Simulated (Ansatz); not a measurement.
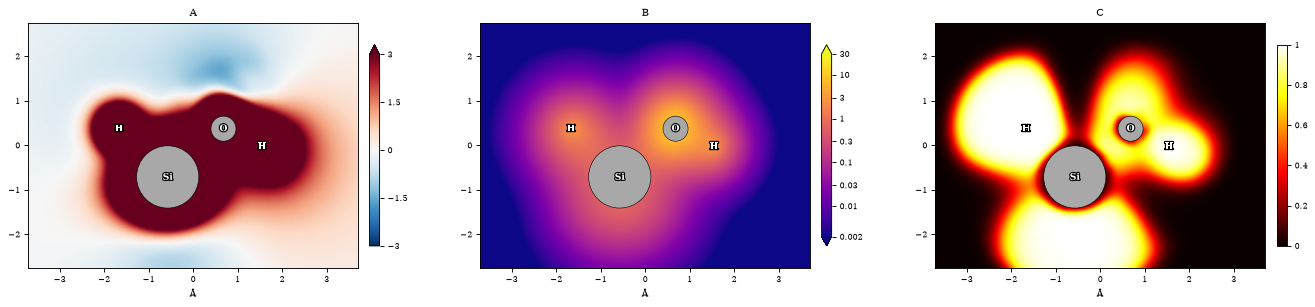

H₂OSi: 3 fields on the molecular plane, with unlabelled colour scales. Grey discs cover the atomic cores.

The reactant side of a reaction path; geometry: PBE0-D4/def2-TZVP.

The calculation used RKS PBE0-D4/def2-TZVPP in Ansatz.

Q: Match the panels to the quantities (electron density, electron localisation function and electrostatic potential).

A: Panel A: electrostatic potential (strongly positive close to the atoms, with negative regions outside electron-rich atoms). Panel B: electron density. Panel C: electron localisation function. From the grid: Si–O (1.66 Å): ρ at the midpoint is about 1.1 e/Å³; the ELF peaks at about 0.85 between the atoms; a shared but strongly polarised pair. O–H (0.96 Å): ρ at the midpoint is about 3.8 e/Å³; the ELF climbs to about 1 towards the hydrogen, as it does in any bond to H: an ordinary covalent bond to hydrogen.
